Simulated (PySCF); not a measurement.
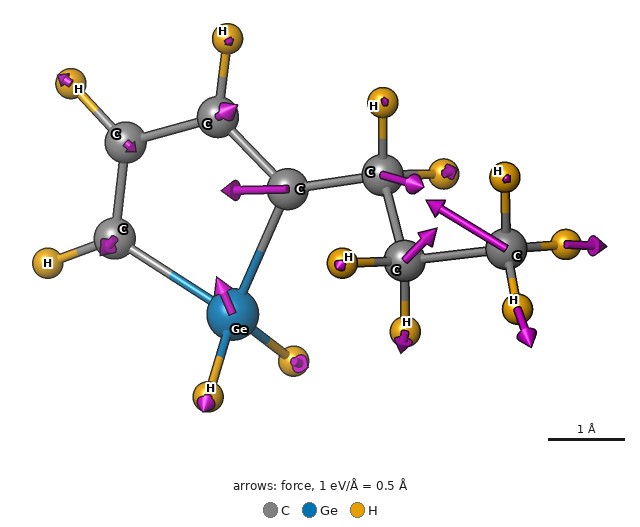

Starting geometry of C7H12Ge with the computed forces as purple arrows. The picture is a ball-and-stick view, seen from a free direction.

The start comes from GFN2-xTB. Its atoms were then displaced at random by about 0.01 Å.

Computed with PBE0-D3(BJ)/def2-SVP geometry optimisation, gas phase (PySCF). 

### What follows when this structure is relaxed?

It isn't relaxed: the largest force vector, on a C atom, is 2.55 eV/Å. The final displacements have little in common with the starting forces (cosine between the two patterns 0.13). The atom that moves furthest after the best rigid fit is an H atom (0.27 Å). Largest moves by element: H 0.27 Å, Ge 0.13 Å, C 0.09 Å. Near-neighbour distances that change, for instance: C–C 1.438 → 1.492 Å, C–H 1.061 → 1.101 Å, Ge–H 1.503 → 1.541 Å, C–C 1.546 → 1.519 Å. Bond angles that change, for instance: H–C–H 111.5° → 107.6°, C–C–H 108.3° → 111.3°, C–Ge–H 116.0° → 113.5°. After 7 geometry steps the energy has fallen by 21.3 kJ/mol. The run took 7.7 min on 1 thread of Intel(R) Xeon(R) Processor @ 2.50GHz, with other jobs on the host.
